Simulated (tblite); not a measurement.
Run report: CH5BO4Si, geometry relaxation (part 1 of 2)

The run: geometry relaxation of CH5BO4Si, multiplicity 3. Method and program: GFN2-xTB geometry optimisation, gas phase (tblite 0.8.0).

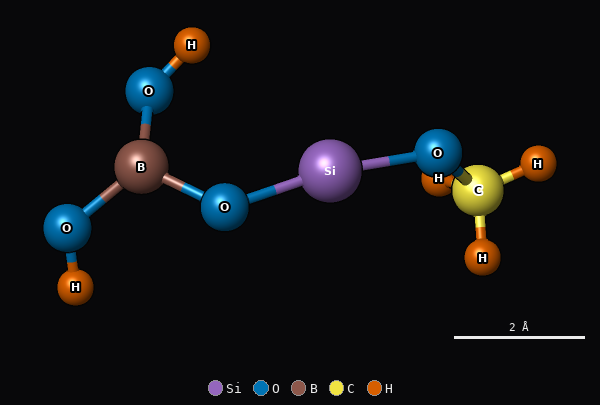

**Figure 1.** The starting structure (ball-and-stick view, seen at a tilt). Bond lengths as drawn: B–O 1.50 to 1.51 Å, C–H 1.03 to 1.05 Å, C–O 1.40 Å, H–O 0.97 Å and O–Si 1.75 to 1.78 Å.

### Summary

| quantity | value |
| --- | --- |
| outcome | converged |
| total energy | −652.6233 eV |
| hardware | 1 CPU thread, shared host |
| wall time | 2.4 s |
| peak memory | 0.17 GiB |

### Input
```
{"job": {"kind": "relax", "xc": "GFN2-xTB", "basis": "xTB"}, "charge": 0, "multiplicity": 3}
Si     0.686961     0.267383    -0.098395
O      0.524021     1.105288     1.463492
B     -0.551811     2.116029     1.769457
O     -1.109888     2.094455     3.162927
O     -1.520317     2.431294     0.672629
O      0.917797    -0.779928    -1.482985
C      0.260822    -2.008456    -1.662049
H     -1.190589     1.281023     3.693409
H     -1.271123     2.529280    -0.255269
H     -0.771188    -1.862237    -1.552730
H      0.557469    -2.693875    -0.935340
H      0.441124    -2.382135    -2.606348
```

The first line tells a small driver script what to run in tblite; the rest is the geometry in Å.

Launch command:
```bash
OMP_NUM_THREADS=1 python <driver script> task.json out
```

### What the program printed
```
step      E/eV     max force
  0    -650.04814    3.286
  1    -650.67685    2.642
  2    -651.31711    1.976
  3    -651.43795    0.941
  4    -651.59682    1.261
  5    -651.70444    1.606
  6    -651.84827    1.240
  7    -651.95505    1.069
  8    -652.09910    1.171
  9    -652.20122    1.061
 10    -652.26853    0.633
 11    -652.31292    0.670
 12    -652.36598    0.531
 13    -652.40486    0.535
 14    -652.42939    0.406
 15    -652.44608    0.363
 16    -652.46056    0.427
 17    -652.47504    0.388
 18    -652.48801    0.196
 19    -652.49250    0.170
 20    -652.49585    0.157
 21    -652.49994    0.205
 22    -652.50311    0.157
 23    -652.50469    0.102
 24    -652.50553    0.093
 25    -652.50651    0.085
 26    -652.50778    0.100
 27    -652.50907    0.104
 28    -652.51035    0.108
 29    -652.51198    0.125
 30    -652.51457    0.185
 31    -652.51835    0.226
 32    -652.52207    0.196
 33    -652.52462    0.102
 34    -652.52640    0.105
 35    -652.52784    0.109
 36    -652.52900    0.093
 37    -652.52981    0.061
 38    -652.53040    0.083
 39    -652.53106    0.108
 40    -652.53218    0.113
 41    -652.53348    0.081
 42    -652.53461    0.070
 43    -652.53538    0.072
 44    -652.53592    0.076
 45    -652.53654    0.086
 46    -652.53770    0.136
 47    -652.53989    0.172
 48    -652.54372    0.261
 49    -652.54942    0.315
 50    -652.55647    0.255
 51    -652.56269    0.190
 52    -652.56596    0.176
 53    -652.56713    0.335
 54    -652.57069    0.123
 55    -652.57216    0.126
 56    -652.57345    0.149
 57    -652.57446    0.097
 58    -652.57561    0.068
 59    -652.57635    0.077
 60    -652.57758    0.104
 61    -652.57852    0.100
 62    -652.57912    0.057
 63    -652.57951    0.077
 64    -652.57982    0.071
 65    -652.58013    0.066
 66    -652.58063    0.048
 67    -652.58092    0.054
 68    -652.58156    0.067
 69    -652.58232    0.081
 70    -652.58352    0.098
 71    -652.58516    0.105
 72    -652.58734    0.100
 73    -652.58981    0.109
 74    -652.59205    0.145
 75    -652.59375    0.094
 76    -652.59504    0.102
 77    -652.59629    0.094
 78    -652.59903    0.133
 79    -652.60246    0.126
 80    -652.60711    0.208
 81    -652.60955    0.226
 82    -652.60618    0.257
 83    -652.61260    0.268
 84    -652.61334    0.138
 85    -652.61472    0.115
 86    -652.61623    0.129
 87    -652.61767    0.100
 88    -652.61967    0.065
 89    -652.62003    0.065
 90    -652.62051    0.047
 91    -652.62085    0.042
 92    -652.62106    0.041
 93    -652.62116    0.021
 94    -652.62121    0.016
 95    -652.62123    0.013
 96    -652.62125    0.015
 97    -652.62128    0.014
 98    -652.62130    0.015
 99    -652.62132    0.015
100    -652.62133    0.012
101    -652.62135    0.010
102    -652.62136    0.010
103    -652.62138    0.012
104    -652.62140    0.013
105    -652.62141    0.013
106    -652.62144    0.017
107    -652.62149    0.025
108    -652.62156    0.031
109    -652.62165    0.033
110    -652.62174    0.032
111    -652.62184    0.024
112    -652.62193    0.023
113    -652.62203    0.024
114    -652.62213    0.031
115    -652.62228    0.043
116    -652.62249    0.048
117    -652.62277    0.042
118    -652.62291    0.065
119    -652.62289    0.056
120    -652.62315    0.016
121    -652.62317    0.014
122    -652.62322    0.018
123    -652.62324    0.013
124    -652.62325    0.008
125    -652.62326    0.006
```

### Trajectory as extended XYZ (Å, eV, eV/Å), 26 frames, from step=0 to step=125
```
12
Properties=species:S:1:pos:R:3:forces:R:3 step=0 energy=-650.04814
Si    0.6870    0.2674   -0.0984   -0.0220  -0.1740   0.9370
O     0.5240    1.1053    1.4635   -2.0800   1.8210  -1.1720
B    -0.5518    2.1160    1.7695   -1.3590  -2.9900   0.1000
O    -1.1099    2.0945    3.1629    0.8240   0.2370  -2.5610
O    -1.5203    2.4313    0.6726    1.8120  -0.0890   2.1500
O     0.9178   -0.7799   -1.4830    0.1210   0.9670   0.6850
C     0.2608   -2.0085   -1.6620    0.1140   1.3510   0.7700
H    -1.1906    1.2810    3.6934    0.5680   0.6030  -0.9290
H    -1.2711    2.5293   -0.2553    0.3520  -0.1080   0.7370
H    -0.7712   -1.8622   -1.5527   -1.7480   0.2140   0.0970
H     0.5575   -2.6939   -0.9353    0.7320  -1.2660   1.2610
H     0.4411   -2.3821   -2.6063    0.6860  -0.5670  -2.0750
12
Properties=species:S:1:pos:R:3:forces:R:3 step=5 energy=-651.70444
Si    0.7362    0.2025    0.0245    1.1080  -1.0920  -0.4000
O     0.4164    1.1650    1.3159   -1.1970   0.4320   0.3820
B    -0.6849    1.8901    1.7115    0.2690   0.2580   0.0680
O    -1.0812    2.0993    3.0000   -0.0050  -0.0290  -0.4200
O    -1.4739    2.5028    0.7971   -0.2930   0.1100   0.0630
O     0.8627   -0.7243   -1.4171   -0.4310   0.2780   0.2040
C     0.2472   -1.9898   -1.6406    0.1050   0.4800   0.1280
H    -1.1012    1.3598    3.5903    0.3670  -0.2390   0.3020
H    -1.2085    2.4997   -0.1140    0.2000   0.0330  -0.2930
H    -0.8204   -1.8573   -1.5551   -0.4370  -0.1660  -0.0220
H     0.5913   -2.7083   -0.9104    0.1130  -0.2050   0.2370
H     0.4895   -2.3413   -2.6334    0.2010   0.1390  -0.2470
12
Properties=species:S:1:pos:R:3:forces:R:3 step=10 energy=-652.26853
Si    1.0113    0.0095    0.1728   -0.3070   0.4510   0.2600
O     0.2267    1.0811    1.1782   -0.1180  -0.3180  -0.0710
B    -0.7680    1.9080    1.6511    0.0490  -0.6230  -0.0950
O    -1.1079    2.0526    2.9519   -0.0120  -0.0220  -0.0810
O    -1.5440    2.5869    0.7683    0.2970   0.0750  -0.0790
O     0.7172   -0.6413   -1.3420    0.0200  -0.0020   0.4980
C     0.2199   -1.9449   -1.6138   -0.0720  -0.0660  -0.0040
H    -0.9224    1.3720    3.5912    0.3530  -0.0700  -0.0320
H    -1.1443    2.5150   -0.0929   -0.1880   0.1790  -0.4460
H    -0.8785   -1.9234   -1.5726    0.2510  -0.1280  -0.0380
H     0.6081   -2.6912   -0.9003   -0.1560   0.3090  -0.1870
H     0.5553   -2.2263   -2.6230   -0.1150   0.2170   0.2760
12
Properties=species:S:1:pos:R:3:forces:R:3 step=15 energy=-652.44608
Si    1.0845   -0.0188    0.2812   -0.2070  -0.0200   0.0480
O     0.0893    0.9557    1.1179    0.1000  -0.2890   0.1950
B    -0.8321    1.8170    1.5938    0.0980   0.2520  -0.0710
O    -1.1118    1.9816    2.9086   -0.0220  -0.1760   0.0670
O    -1.4880    2.6341    0.7262   -0.0300  -0.0010  -0.0680
O     0.6463   -0.6052   -1.1934   -0.0460   0.0490  -0.2150
C     0.2061   -1.8920   -1.5773    0.0030  -0.1110   0.0930
H    -0.7393    1.3821    3.5583    0.0670   0.0650  -0.3030
H    -1.1692    2.5702   -0.1754   -0.0940  -0.0030   0.0570
H    -0.8827   -1.9716   -1.5859   -0.0450   0.2280   0.0810
H     0.5965   -2.6478   -0.9044    0.0850  -0.1910   0.1530
H     0.5736   -2.1070   -2.5807    0.0910   0.1980  -0.0380
12
Properties=species:S:1:pos:R:3:forces:R:3 step=20 energy=-652.49585
Si    1.0552   -0.0255    0.2876    0.0630  -0.0310  -0.0390
O     0.0677    0.8885    1.1883    0.0040  -0.0490   0.1000
B    -0.8177    1.8286    1.5774   -0.1400   0.0100   0.0270
O    -1.1268    1.9576    2.8915   -0.0140   0.0870   0.0360
O    -1.4710    2.6402    0.7086    0.0470   0.0000   0.0010
O     0.6338   -0.5953   -1.1946    0.0290  -0.0440   0.0340
C     0.2077   -1.8969   -1.5600    0.0160   0.1560  -0.0090
H    -0.6778    1.3724    3.5010    0.0260  -0.0040  -0.1280
H    -1.2033    2.5823   -0.2078    0.0090  -0.0710   0.0330
H    -0.8831   -1.9376   -1.5677    0.0010  -0.0240   0.0410
H     0.6018   -2.6627   -0.8863   -0.0310   0.0940  -0.0820
H     0.5866   -2.0534   -2.5692   -0.0100  -0.1250  -0.0150
12
Properties=species:S:1:pos:R:3:forces:R:3 step=25 energy=-652.50651
Si    1.0534   -0.0199    0.2917   -0.0140   0.0490   0.0300
O     0.0594    0.8628    1.2286   -0.0800   0.0020   0.0050
B    -0.8308    1.8255    1.5797    0.0590  -0.0410  -0.0050
O    -1.1322    1.9722    2.8939    0.0100   0.0180  -0.0260
O    -1.4597    2.6416    0.7036    0.0010  -0.0270  -0.0090
O     0.6436   -0.5891   -1.1946    0.0200   0.0540  -0.0290
C     0.2079   -1.8810   -1.5629   -0.0150  -0.0710  -0.0150
H    -0.6602    1.3679    3.4644   -0.0010  -0.0050   0.0530
H    -1.2064    2.5638   -0.2138    0.0380  -0.0680  -0.0340
H    -0.8833   -1.9296   -1.5563    0.0090   0.0420  -0.0100
H     0.5997   -2.6487   -0.8945    0.0200   0.0130   0.0320
H     0.5820   -2.0674   -2.5710   -0.0470   0.0340   0.0090
12
Properties=species:S:1:pos:R:3:forces:R:3 step=30 energy=-652.51457
Si    1.0459    0.0110    0.2879    0.0140  -0.0570  -0.1150
O     0.0208    0.8181    1.2619    0.0850  -0.1370  -0.0920
B    -0.8329    1.8180    1.5827   -0.0680   0.0320   0.0270
O    -1.1200    1.9906    2.8963   -0.0040   0.0150   0.0440
O    -1.4410    2.6218    0.6800    0.0340  -0.0310  -0.0190
O     0.6652   -0.5711   -1.2056   -0.0430  -0.0490   0.0130
C     0.2074   -1.8705   -1.5599    0.0130   0.1560   0.0490
H    -0.6599    1.3728    3.4669   -0.0600   0.0850  -0.0150
H    -1.1863    2.4979   -0.2340    0.0070  -0.0390   0.0500
H    -0.8828   -1.8988   -1.5487   -0.0350   0.0090   0.1060
H     0.6078   -2.6265   -0.8837   -0.0360  -0.0090  -0.0340
H     0.5491   -2.0651   -2.5750    0.0940   0.0260  -0.0140
12
Properties=species:S:1:pos:R:3:forces:R:3 step=35 energy=-652.52784
Si    1.0520    0.0373    0.2722    0.0430   0.0180   0.0480
O    -0.0449    0.7208    1.2669   -0.0210   0.0480   0.0910
B    -0.8430    1.7818    1.5828    0.0780  -0.0670  -0.0350
O    -1.1043    2.0232    2.8881   -0.0080  -0.0160  -0.0670
O    -1.4015    2.5818    0.6484    0.0050  -0.0140   0.0170
O     0.6734   -0.5387   -1.2166   -0.0070   0.0680  -0.0280
C     0.2018   -1.8295   -1.5495   -0.0230  -0.0640  -0.0420
H    -0.6653    1.4118    3.4782   -0.0220   0.0120   0.0630
H    -1.1430    2.3802   -0.2493   -0.0220   0.0100  -0.0590
H    -0.8894   -1.8491   -1.5025    0.0180  -0.0160   0.0120
H     0.6079   -2.5897   -0.8794   -0.0200   0.0110  -0.0360
H     0.5296   -2.0319   -2.5704   -0.0210   0.0080   0.0350
12
Properties=species:S:1:pos:R:3:forces:R:3 step=40 energy=-652.53218
Si    1.0569    0.0565    0.2684    0.0360  -0.0440  -0.0430
O    -0.0487    0.6852    1.2940    0.0980  -0.0570  -0.0040
B    -0.8322    1.7606    1.5791   -0.0280   0.0360   0.0120
O    -1.1019    2.0293    2.8767   -0.0340   0.0100   0.0110
O    -1.3761    2.5565    0.6330   -0.0130   0.0060  -0.0180
O     0.6738   -0.5207   -1.2226   -0.0280  -0.0100   0.0520
C     0.1973   -1.8173   -1.5486    0.0070   0.0670   0.0350
H    -0.6825    1.4326    3.4969   -0.0270   0.0250  -0.0220
H    -1.1435    2.3474   -0.2713    0.0110  -0.0180   0.0270
H    -0.8909   -1.8346   -1.4840   -0.0440  -0.0080  -0.0190
H     0.6058   -2.5775   -0.8836    0.0380  -0.0070   0.0180
H     0.5152   -2.0198   -2.5692   -0.0150  -0.0010  -0.0500
12
Properties=species:S:1:pos:R:3:forces:R:3 step=45 energy=-652.53654
Si    1.0821    0.0523    0.2594   -0.0470   0.0380   0.0610
O     0.0007    0.6862    1.3139    0.0160   0.0760   0.0010
B    -0.8142    1.7499    1.5800   -0.0020  -0.0030  -0.0080
O    -1.1183    2.0359    2.8663   -0.0200  -0.0320  -0.0050
O    -1.3718    2.5342    0.6306    0.0300  -0.0540  -0.0320
O     0.6568   -0.5142   -1.2226   -0.0110  -0.0020  -0.0040
C     0.1906   -1.8119   -1.5510   -0.0170  -0.0200  -0.0110
H    -0.7250    1.4569    3.5176    0.0290  -0.0140  -0.0170
H    -1.1414    2.3326   -0.2752    0.0380  -0.0310  -0.0010
H    -0.8987   -1.8375   -1.4817    0.0050  -0.0190   0.0080
H     0.6137   -2.5710   -0.8912   -0.0110   0.0180  -0.0110
H     0.4988   -2.0154   -2.5772   -0.0090   0.0440   0.0190
12
Properties=species:S:1:pos:R:3:forces:R:3 step=50 energy=-652.55647
Si    1.1327    0.0710    0.2870   -0.0160  -0.0270  -0.0310
O     0.1519    0.6907    1.4474    0.0630   0.0820   0.0210
B    -0.7639    1.6960    1.5738   -0.2520  -0.0260  -0.0300
O    -1.2292    2.0157    2.8023    0.1940  -0.0570   0.0900
O    -1.3043    2.3577    0.5278    0.0480  -0.0480  -0.1400
O     0.5634   -0.4351   -1.1727   -0.1500   0.0550   0.0610
C     0.1306   -1.7368   -1.5381    0.0870   0.0140   0.0030
H    -0.7932    1.5541    3.5195   -0.0590   0.0090  -0.0220
H    -1.0015    2.0822   -0.3383    0.0240   0.0290   0.0350
H    -0.9525   -1.8462   -1.4222    0.1200   0.1240   0.0810
H     0.6439   -2.4814   -0.9314   -0.0620  -0.1320  -0.0480
H     0.3954   -1.8698   -2.5864    0.0030  -0.0230  -0.0200
```
